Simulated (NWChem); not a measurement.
**the pair BNH3F···GeH3F: a chain of runs**

We compute the energy (singlet BGeNH6F2, r2SCAN/STO-3G), then a single-point energy (singlet BNH3F, r2SCAN/STO-3G), then the energy (singlet GeH3F, r2SCAN/STO-3G), then a single-point energy (singlet BNH3F, r2SCAN/STO-3G), then the energy (singlet GeH3F, r2SCAN/STO-3G) of BF2GeH6N and its partners. 

The results are computed with NWChem 7.3.0.

**1. Starting point**

BGeNH6F2: 11 atoms, total charge 0, spin state singlet. The two molecules were placed rigidly side by side, at 0.85 times their contact distance; the pair isn't optimised.

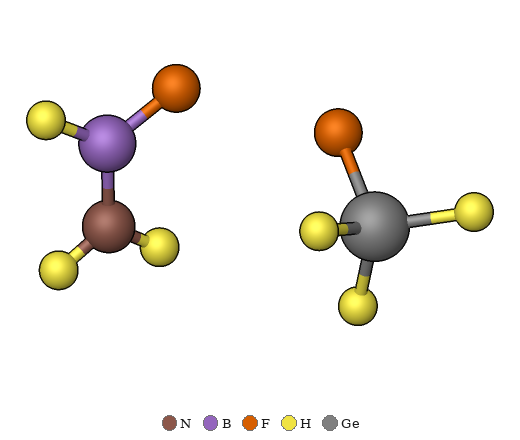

Viewed from a chosen angle; nitrogen brown, boron purple, fluorine orange, hydrogen yellow, germanium grey.

**2. The energy at r2SCAN/STO-3G (run 1)**

Input file mol.nw:

```
echo
start mol
memory total 2200 mb

geometry noautosym nocenter noautoz
 N       -0.433380       0.111770      -0.574400
 B        0.408720      -0.141030       0.501500
 F        0.439720       0.721070       1.523600
 H       -0.494780      -0.502630      -1.365700
 H       -1.028980       0.921370      -0.624500
 H        1.108720      -1.110530       0.539500
 F        0.722110       3.236670       1.266750
 Ge       1.319290       4.038520      -0.159570
 H        1.689210       5.462500       0.272090
 H        2.537070       3.232390      -0.626660
 H        0.173220       4.013260      -1.177780
end

basis spherical bse
 * library STO-3G
end

dft
 xc r2scan
 grid fine
 convergence energy 1e-08
 maxiter 100
 mulliken
 print low
end

task dft energy
```

Started as:

```bash
nwchem mol.nw > mol.out
```

What it wrote:

```text
[...]
 d= 0,ls=0.0,diis     1  -2331.8610399726 -2.67D+03  6.89D-02  8.03D-01     1.0
[...]
 d= 0,ls=0.0,diis    10  -2332.0635935926 -9.97D-09  8.85D-07  1.10D-09     6.4
         Total DFT energy =    -2332.063593592592
      One electron energy =    -3932.315005259623
           Coulomb energy =     1380.549021382322
    Exchange-Corr. energy =     -114.241215010714
 Nuclear repulsion energy =      333.943605295424
[...]
      Total Density - Mulliken Population Analysis
     ---------------------------------------------
    Atom       Charge   Shell Charges
 -----------   ------   -------------------------------------------------------
    1 N    7     7.49   1.99  1.50  4.00
    2 B    5     4.72   1.99  0.84  1.89
    3 F    9     9.12   2.00  1.94  5.18
    4 H    1     0.79   0.79
    5 H    1     0.80   0.80
    6 H    1     1.08   1.08
    7 F    9     9.21   2.00  1.97  5.24
    8 Ge  32    31.53   2.00  2.00  6.00  2.00  5.93  1.27  2.50  9.83
    9 H    1     1.09   1.09
   10 H    1     1.08   1.08
[...]
```

Wall time 7.2 s (1 thread of AMD EPYC 9R14 (Zen 4), shared host); peak memory 0.12 GiB.

**3. BNH3F: the energy at r2SCAN/STO-3G (run 2)**

Input file m1.nw:

```
echo
start m1
memory stack 880 mb heap 220 mb global 1100 mb
geometry units au noautosym nocenter noautoz
   N   -0.81896951   0.21121469  -1.08545869
   B    0.77236886  -0.26650808   0.94769765
   F    0.83095037   1.36262482   2.87918672
   H   -0.93499869  -0.94983304  -2.58079897
   H   -1.94449039   1.74113696  -1.18013396
   H    2.09517715  -2.09859755   1.01950724
end
basis spherical bse
   * library STO-3G
end
dft
   xc r2scan
   grid fine
   convergence energy 1e-08
   iterations 100
   mulliken
   print low
end
task dft energy
```

Started as:

```bash
nwchem m1.nw > m1.out
```

What it wrote:

```text
[...]
 d= 0,ls=0.0,diis     1   -178.6962228929 -2.44D+02  8.96D-02  4.13D-01     0.3
[...]
 d= 0,ls=0.0,diis     8   -178.7808926282 -2.95D-10  1.77D-07  1.39D-11     1.2
         Total DFT energy =     -178.780892628160
      One electron energy =     -376.413085565077
           Coulomb energy =      155.138970861156
    Exchange-Corr. energy =      -22.687400290573
 Nuclear repulsion energy =       65.180622366334
[...]
      Total Density - Mulliken Population Analysis
     ---------------------------------------------
    Atom       Charge   Shell Charges
 -----------   ------   -------------------------------------------------------
    1 N    7     7.49   1.99  1.50  4.00
    2 B    5     4.72   1.99  0.84  1.89
    3 F    9     9.13   2.00  1.94  5.19
    4 H    1     0.79   0.79
    5 H    1     0.79   0.79
    6 H    1     1.08   1.08
[...]
```

Run time: 1.8 s. Hardware: 1 thread of AMD EPYC 9R14 (Zen 4), shared host; peak memory 0.11 GiB.

**4. GeH3F: the energy at r2SCAN/STO-3G (run 3)**

Input file m1.nw:

```
START m1
TITLE "FGeH3"
memory 2200 mb
GEOMETRY noautosym nocenter noautoz
 F      0.722110     3.236670     1.266750
 Ge     1.319290     4.038520    -0.159570
 H      1.689210     5.462500     0.272090
 H      2.537070     3.232390    -0.626660
 H      0.173220     4.013260    -1.177780
END
BASIS spherical bse
 * library STO-3G
END
DFT
 xc r2scan
 grid fine
 convergence energy 1e-08
 iterations 100
 mulliken
 noprint "final vectors analysis"
END
TASK dft energy
```

Started as:

```bash
nwchem m1.nw > m1.out
```

What it wrote:

```text
[...]
          Wavefunction type:  closed shell.
          No. of atoms     :     5
          No. of electrons :    44
[...]
          Charge           :     0
          Spin multiplicity:     1
[...]
          AO basis - number of functions:    26
[...]
              XC Information
              --------------
                      r^2SCAN Method XC Functional
               r^2SCAN metaGGA Exchange Functional  1.000
                     r^2SCAN Correlation Potential  1.000
[...]
 d= 0,ls=0.0,diis     1  -2153.1718710474 -2.28D+03  9.01D-02  3.55D-01     0.3
[...]
 d= 0,ls=0.0,diis     8  -2153.2829964886  6.82D-12  7.07D-07  1.78D-10     1.6
         Total DFT energy =    -2153.282996488594
      One electron energy =    -3271.701875659901
           Coulomb energy =     1083.278391884623
    Exchange-Corr. energy =      -91.557885160857
 Nuclear repulsion energy =      126.698372447542
[...]
      Total Density - Mulliken Population Analysis
     ---------------------------------------------
    Atom       Charge   Shell Charges
 -----------   ------   -------------------------------------------------------
    1 F    9     9.21   2.00  1.97  5.24
    2 Ge  32    31.53   2.00  2.00  6.00  2.00  5.93  1.27  2.50  9.83
    3 H    1     1.09   1.09
    4 H    1     1.09   1.09
    5 H    1     1.09   1.09
[...]
```

Run time: 2.2 s. Hardware: 1 thread of AMD EPYC 9R14 (Zen 4), shared host; peak memory 0.11 GiB.

**5. BNH3F among ghost functions: a single-point energy at r2SCAN/STO-3G (with ghost functions) (run 4)**

Input file run.nw:

```
start run
title "BFH3N r2SCAN"
memory 2200 mb

geometry units atomic noautosym nocenter noautoz
   N  -0.81896951  0.21121469 -1.08545869
   B   0.77236886 -0.26650808  0.94769765
   F   0.83095037  1.36262482  2.87918672
   H  -0.93499869 -0.94983304 -2.58079897
   H  -1.94449039  1.74113696 -1.18013396
   H   2.09517715 -2.09859755  1.01950724
   bqF      1.364590     6.116420     2.393811
   bqGe     2.493097     7.631697    -0.301544
   bqH      3.192144    10.322629     0.514176
   bqH      4.794367     6.108332    -1.184216
   bqH      0.327338     7.583962    -2.225682
end

basis spherical bse
   N library STO-3G
   B library STO-3G
   F library STO-3G
   H library STO-3G
   bqF library F STO-3G
   bqGe library Ge STO-3G
   bqH library H STO-3G
end

dft
   xc r2scan
   mult 1
   grid fine
   convergence energy 1e-08
   maxiter 100
   mulliken
   print low
end

task dft energy
```

Started as:

```bash
nwchem run.nw > run.out
```

What it wrote:

```text
[...]
 d= 0,ls=0.0,diis     1   -178.6963231648 -2.44D+02  3.66D-02  4.14D-01     0.8
[...]
 d= 0,ls=0.0,diis     8   -178.7809968068 -2.80D-10  6.90D-08  1.24D-11     4.5
         Total DFT energy =     -178.780996806776
      One electron energy =     -376.409758414751
           Coulomb energy =      155.134936843626
    Exchange-Corr. energy =      -22.686797601985
 Nuclear repulsion energy =       65.180622366334
[...]
      Total Density - Mulliken Population Analysis
     ---------------------------------------------
    Atom       Charge   Shell Charges
 -----------   ------   -------------------------------------------------------
    1 N    7     7.49   1.99  1.50  4.00
    2 B    5     4.72   1.99  0.84  1.89
    3 F    9     9.13   2.00  1.94  5.19
    4 H    1     0.79   0.79
    5 H    1     0.79   0.79
    6 H    1     1.08   1.08
    7 X    0     0.00   0.00  0.00  0.00
    8 X    0     0.00   0.00  0.00  0.00  0.00 -0.00  0.00  0.00  0.00
    9 X    0     0.00   0.00
   10 X    0     0.00   0.00
[...]
```

Wall time 5.1 s (1 thread of AMD EPYC 9R14 (Zen 4), shared host); peak memory 0.12 GiB.

**6. GeH3F among ghost functions: a single-point energy at r2SCAN/STO-3G (with ghost functions) (run 5)**

Input file struct.nw:

```
start struct
title "FGeH3"
memory stack 880 mb heap 220 mb global 1100 mb

geometry units angstrom noautosym nocenter noautoz
 F     0.722110    3.236670    1.266750
 Ge    1.319290    4.038520   -0.159570
 H     1.689210    5.462500    0.272090
 H     2.537070    3.232390   -0.626660
 H     0.173220    4.013260   -1.177780
 bqN     -0.433380     0.111770    -0.574400
 bqB      0.408720    -0.141030     0.501500
 bqF      0.439720     0.721070     1.523600
 bqH     -0.494780    -0.502630    -1.365700
 bqH     -1.028980     0.921370    -0.624500
 bqH      1.108720    -1.110530     0.539500
end

basis spherical bse
 F library STO-3G
 Ge library STO-3G
 H library STO-3G
 bqN library N STO-3G
 bqB library B STO-3G
 bqF library F STO-3G
 bqH library H STO-3G
end

dft
 xc r2scan
 grid fine
 convergence energy 1e-08
 maxiter 100
 mulliken
 print low
end

task dft energy
```

Started as:

```bash
nwchem struct.nw > struct.out
```

What it wrote:

```text
[...]
 d= 0,ls=0.0,diis     1  -2153.1722691570 -2.28D+03  5.32D-02  3.55D-01     0.9
[...]
 d= 0,ls=0.0,diis     8  -2153.2833118223  4.55D-12  4.57D-07  2.20D-10     4.8
         Total DFT energy =    -2153.283311822331
      One electron energy =    -3271.696312274326
           Coulomb energy =     1083.272188917392
    Exchange-Corr. energy =      -91.557560912939
 Nuclear repulsion energy =      126.698372447542
[...]
      Total Density - Mulliken Population Analysis
     ---------------------------------------------
    Atom       Charge   Shell Charges
 -----------   ------   -------------------------------------------------------
    1 F    9     9.21   2.00  1.97  5.24
    2 Ge  32    31.53   2.00  2.00  6.00  2.00  5.93  1.27  2.50  9.83
    3 H    1     1.09   1.09
    4 H    1     1.09   1.09
    5 H    1     1.09   1.09
    6 X    0    -0.00  -0.00 -0.00 -0.00
    7 X    0     0.00   0.00  0.00  0.00
    8 X    0     0.00   0.00  0.00  0.00
    9 X    0     0.00   0.00
   10 X    0     0.00   0.00
[...]
```

Run time: 5.4 s. Hardware: 1 thread of AMD EPYC 9R14 (Zen 4), shared host; peak memory 0.12 GiB.

**7. Results**

```
                                                                                                                  quantity           value
                                                                                        run 1, r2SCAN/STO-3G: total energy  -2332.06359 Eh
                                                                                                       BNH3F: total energy   -178.78089 Eh
                                                                                                       GeH3F: total energy  -2153.28300 Eh
                                                                                                      GeH3F: dipole moment          0.82 D
                                                                                 BNH3F among ghost functions: total energy   -178.78100 Eh
                                                                                 GeH3F among ghost functions: total energy  -2153.28331 Eh
              interaction energy of the rigid parts BNH3F and GeH3F (parts in their own basis; closest atoms 2.54 Å apart)        0.008 eV
interaction energy of the rigid parts BNH3F and GeH3F (parts in the whole basis, counterpoise; closest atoms 2.54 Å apart)        0.019 eV
```

**Reading.** The interaction energy of the rigid parts BNH3F and GeH3F (parts in their own basis; closest atoms 2.54 Å apart) is 0.01 eV (0.2 kcal/mol). Without counterpoise this holds the superposition error of the basis. The interaction energy of the rigid parts BNH3F and GeH3F (parts in the whole basis, counterpoise; closest atoms 2.54 Å apart) is 0.02 eV (0.4 kcal/mol). The basis-set superposition error is 1.1 kJ/mol. Mulliken charges (run 1, r2SCAN/STO-3G) run from -0.49 on N1 to +0.47 on Ge8.
